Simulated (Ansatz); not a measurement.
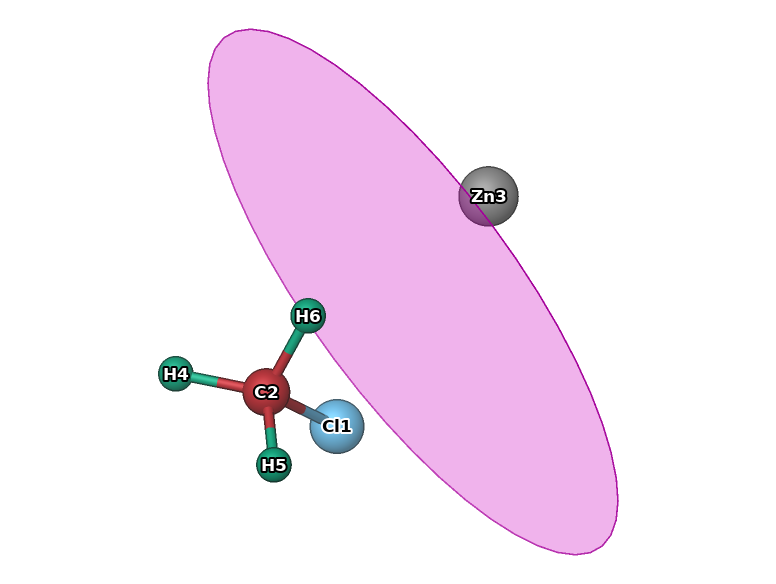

A disc through the centre of mass is drawn in. Distant atoms are faded towards the background colour. The geometry was computed by an optimisation with PBE-D4/def2-SVP. No frequency run is at hand to confirm it as a minimum.

**Is the plane of the disc a mirror plane of the structure?**

No. The point group is Cs, with 1 mirror plane, and this plane isn't one of its mirror planes.
